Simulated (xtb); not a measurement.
## Run report: C₂H₂OZn, property calculation

The run: property calculation of C₂H₂OZn. Method and program: GFN1-xTB (xtb 6.7.1).

The geometry was optimised with GFN2-xTB.

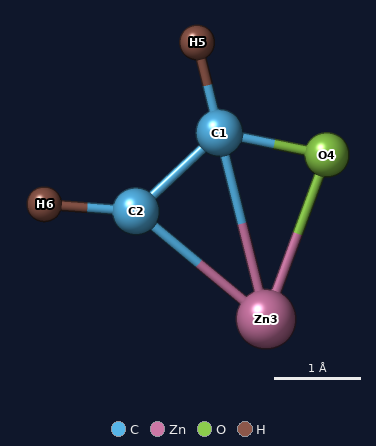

Figure 1. The input geometry (ball-and-stick view, seen on its broad side; atoms are numbered from 1 in the order of the input). Sticks mark near contacts. Bond lengths as drawn: C–C 1.33 Å, C–H 1.07 to 1.09 Å, C–O 1.28 Å, C–Zn 1.98 to 2.25 Å and O–Zn 2.04 Å.

**Results in brief**

```json
{"quantity": "outcome", "value": "converged"}
{"quantity": "electrons treated", "value": "18"}
{"quantity": "total energy", "value": "−10.726569 hartree"}
{"quantity": "dispersion energy", "value": "−0.001471 hartree"}
{"quantity": "basis functions", "value": "20"}
{"quantity": "HOMO", "value": "−10.59 eV"}
{"quantity": "LUMO", "value": "−8.44 eV"}
{"quantity": "dipole moment", "value": "2.55 D"}
{"quantity": "hardware", "value": "1 thread of Intel Xeon @ 2.50GHz (Skylake/Cascade Lake), 64 GiB of memory available, shared host"}
{"quantity": "peak memory", "value": "0.07 GiB"}
```

**Input (coord)**
```
$coord angs
    -0.2771900     0.1799110    -0.4707730  C
     0.3107350     0.2167100     0.7260060  C
     0.6611220    -1.6955190     0.3438690  Zn
    -0.3559540    -0.8578800    -1.2198830  O
    -0.7307530     1.0888010    -0.8698040  H
     0.4340400     1.0038780     1.4443840  H
$end
```

Launch command:
```bash
xtb --wbo --dipole --gfn1 --chrg 0 --fod -- coord > run.log 2> xtb.err
```

**Output**
```
* xtb version 6.7.1
   ID    Z sym.   atoms
    1    6 C      1, 2
    2   30 Zn     3
    3    8 O      4
    4    1 H      5, 6

           -------------------------------------------------
          |                Calculation Setup                |
           -------------------------------------------------

          program call               : xtb --wbo --dipole --gfn1 --chrg 0 --fod -- coord
          coordinate file            : coord
          omp threads                :                     1

########################################################################
[WARNING] Please study the warnings concerning your input carefully
-1- prog_main_parseArguments: The use of '--gfn1' is discouraged, please use '--gfn 1' next time
########################################################################

           -------------------------------------------------
          |                 G F N 1 - x T B                 |
           -------------------------------------------------

      * Hamiltonian:
        H0-scaling (s, p, d)           1.850000    2.250000    2.000000
        zeta-weighting                 0.000000
      * Dispersion:
        s8                             2.400000
        a1                             0.630000
        a2                             5.000000
        s9                             0.000000
      * Repulsion:
        kExp                           1.500000
        rExp                           1.000000
      * Coulomb:
        alpha                          2.000000
        third order                    atomic
        anisotropic                    false
      * Halogen bond correction:
        rad-scale                      1.300000
        damping                        0.440000

          ...................................................
          :                      SETUP                      :
          :.................................................:
          :  # basis functions                  20          :
          :  # atomic orbitals                  20          :
          :  # shells                           12          :
          :  # electrons                        18          :
          :  # halogen bonds                     0          :
          :  max. iterations                   250          :
          :  Hamiltonian                  GFN1-xTB          :
          :  restarted?                      false          :
          :  GBSA solvation                  false          :
          :  PC potential                    false          :
          :  electronic temp.         5000.0000000     K    :
          :  accuracy                    1.0000000          :
          :  -> integral cutoff          0.2500000E+02      :
          :  -> integral neglect         0.1000000E-07      :
          :  -> SCF convergence          0.1000000E-05 Eh   :
          :  -> wf. convergence          0.2000000E-04 e    :
          :  Broyden damping             0.4000000          :
          :  net charge                          0          :
          :  unpaired electrons                  0          :
          ...................................................

 iter      E             dE          RMSdq      gap      omega  full diag
   1    -10.7133115 -0.107133E+02  0.829E+00    1.60       0.0  T
   2    -10.8094073 -0.960958E-01  0.605E+00    2.46       1.0  T
   3    -10.8237116 -0.143043E-01  0.289E+00    2.04       1.0  T
   4    -10.8334887 -0.977711E-02  0.731E-01    2.12       1.0  T
   5    -10.8356068 -0.211805E-02  0.119E-01    2.18       1.0  T
   6    -10.8357131 -0.106299E-03  0.207E-02    2.15       2.0  T
   7    -10.8357142 -0.115213E-05  0.258E-03    2.15      15.8  T
   8    -10.8357142 -0.212383E-08  0.166E-03    2.15      24.6  T
   9    -10.8357142 -0.543483E-08  0.154E-04    2.15     265.5  T
  10    -10.8357142 -0.188098E-10  0.168E-05    2.15    2432.8  T

   *** convergence criteria satisfied after 10 iterations ***

         #    Occupation            Energy/Eh            Energy/eV
      -------------------------------------------------------------
         1        2.0000           -0.7421897             -20.1960
       ...           ...                  ...                  ...
         3        2.0000           -0.5902787             -16.0623
         4        2.0000           -0.5610605             -15.2672
         5        2.0000           -0.5300192             -14.4226
         6        2.0000           -0.5232692             -14.2389
         7        1.9939           -0.4401151             -11.9761
         8        1.9854           -0.4262347             -11.5984
         9        1.8582           -0.3891750             -10.5900 (HOMO)
        10        0.1622           -0.3099970              -8.4354 (LUMO)
        11        0.0003           -0.2108407              -5.7373
        12        0.0000           -0.1349394              -3.6719
        13        0.0000           -0.0980880              -2.6691
        14        0.0000           -0.0870345              -2.3683
       ...           ...                  ...                  ...
        20                          0.6155703              16.7505
      -------------------------------------------------------------
                  HL-Gap            0.0791780 Eh            2.1545 eV
             Fermi-level           -0.3484344 Eh           -9.4814 eV

 SCC (total)                   0 d,  0 h,  0 min,  0.008 sec
 SCC setup                      ...        0 min,  0.000 sec (  1.373%)
 Dispersion                     ...        0 min,  0.000 sec (  0.508%)
 classical contributions        ...        0 min,  0.000 sec (  0.242%)
 integral evaluation            ...        0 min,  0.002 sec ( 23.744%)
 iterations                     ...        0 min,  0.002 sec ( 30.922%)
 molecular gradient             ...        0 min,  0.003 sec ( 41.013%)
 printout                       ...        0 min,  0.000 sec (  1.953%)

         :::::::::::::::::::::::::::::::::::::::::::::::::::::
         ::                     SUMMARY                     ::
         :::::::::::::::::::::::::::::::::::::::::::::::::::::
         :: total energy             -10.726568581946 Eh    ::
         :: gradient norm              0.037170234751 Eh/a0 ::
         :: HOMO-LUMO gap              2.154544396044 eV    ::
         ::.................................................::
         :: SCC energy               -10.835714247192 Eh    ::
         :: -> electrostatic           0.058915372340 Eh    ::
         :: repulsion energy           0.110616819645 Eh    ::
         :: dispersion energy         -0.001471154400 Eh    ::
         :: halogen bond corr.         0.000000000000 Eh    ::
         :: add. restraining           0.000000000000 Eh    ::
         :: total charge               0.000000000092 e     ::
         :::::::::::::::::::::::::::::::::::::::::::::::::::::

           -------------------------------------------------
          |                Property Printout                |
           -------------------------------------------------

    * Orbital Energies and Occupations

         #    Occupation            Energy/Eh            Energy/eV
      -------------------------------------------------------------
         1        2.0000           -0.7421897             -20.1960
         2        2.0000           -0.6355504             -17.2942
         3        2.0000           -0.5902787             -16.0623
         4        2.0000           -0.5610605             -15.2672
         5        2.0000           -0.5300192             -14.4226
         6        2.0000           -0.5232692             -14.2389
         7        1.9939           -0.4401151             -11.9761
         8        1.9854           -0.4262347             -11.5984
         9        1.8582           -0.3891750             -10.5900 (HOMO)
        10        0.1622           -0.3099970              -8.4354 (LUMO)
        11        0.0003           -0.2108407              -5.7373
        12        0.0000           -0.1349394              -3.6719
        13        0.0000           -0.0980880              -2.6691
        14        0.0000           -0.0870345              -2.3683
        15                         -0.0188593              -0.5132
        16                          0.2045967               5.5674
        17                          0.2640385               7.1849
        18                          0.3220382               8.7631
        19                          0.5317051              14.4684
        20                          0.6155703              16.7505
      -------------------------------------------------------------
                  HL-Gap            0.0791780 Eh            2.1545 eV
             Fermi-level           -0.3484344 Eh           -9.4814 eV

  Mulliken/CM5 charges         n(s)   n(p)   n(d)
     1C     0.31267  0.27130   1.001  2.686  0.000
     2C    -0.24195 -0.33471   1.130  3.112  0.000
     3Zn    0.39202  0.50262   1.252  0.356  0.000
     4O    -0.55569 -0.64969   1.708  4.848  0.000
     5H     0.03821  0.10221   0.962  0.000  0.000
     6H     0.05474  0.10827   0.945  0.000  0.000

NFOD :     0.3251

 Loewdin FODpop      n(s)   n(p)   n(d)
     1C     0.0170   0.000  0.017  0.000
     2C     0.1487   0.005  0.144  0.000
     3Zn    0.0874   0.055  0.032  0.000
     4O     0.0622   0.000  0.062  0.000
     5H     0.0065   0.006  0.000  0.000
     6H     0.0032   0.003  0.000  0.000

Wiberg/Mayer (AO) data.
largest (>0.10) Wiberg bond orders for each atom

 ---------------------------------------------------------------------------
     #   Z sym  total        # sym  WBO       # sym  WBO       # sym  WBO
 ---------------------------------------------------------------------------
     1   6 C    3.907 --     2 C    1.602     4 O    1.302     5 H    0.910
     2   6 C    3.626 --     1 C    1.602     6 H    0.943     3 Zn   0.825
                             4 O    0.244
     3  30 Zn   1.399 --     2 C    0.825     4 O    0.386
     4   8 O    1.956 --     1 C    1.302     3 Zn   0.386     2 C    0.244
     5   1 H    0.994 --     1 C    0.910
     6   1 H    0.996 --     2 C    0.943
 ---------------------------------------------------------------------------

Topologies differ in total number of bonds
Writing topology from bond orders to xtbtopo.mol

 dipole moment from electron density (au)
     X       Y       Z
   0.4706  -0.1446   0.8739  total (Debye):    2.549

 cube_pthr     :   0.050
 cube_step     :   0.400
 cube_boundoffset     :   3.000
 non-zero P (%):   1.905   nmat:       4
 Grid Boundaries (x y z) :
   4.2493395149613153        5.0575356942128602        5.7294901787837702
  -4.3809230347447610       -6.2040665490903244       -5.3052447740803572
 Total # of points       17864
 writing fod.cub
 N    (numint) :  0.227
cpu  time for cube

           -------------------------------------------------
          | TOTAL ENERGY              -10.726568581946 Eh   |
          | GRADIENT NORM               0.037170234751 Eh/α |
          | HOMO-LUMO GAP               2.154544396044 eV   |
           -------------------------------------------------

------------------------------------------------------------------------
------------------------------------------------------------------------
 total:
 *  cpu-time:     0 d,  0 h,  0 min,  0.095 sec
 * ratio c/w:     1.000 speedup
 SCF:
 *  cpu-time:     0 d,  0 h,  0 min,  0.008 sec
 * ratio c/w:     1.000 speedup
```

**File fod**
```
0.01701275
    0.14874277
    0.08739518
    0.06219398
    0.00647750
    0.00324969
```

**Standard error**
```
normal termination of xtb
```

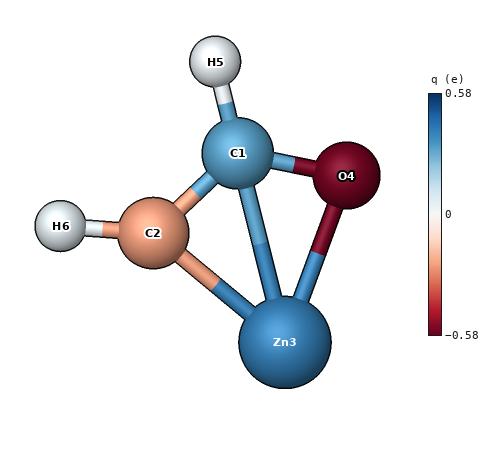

Figure 2. Mulliken charges, as the colour of each atom (ball-and-stick view, seen on its broad side; atoms are numbered from 1 in the order of the input). By element: C −0.24 to +0.31, Zn +0.39, O −0.56 and H +0.04 to +0.05 e.
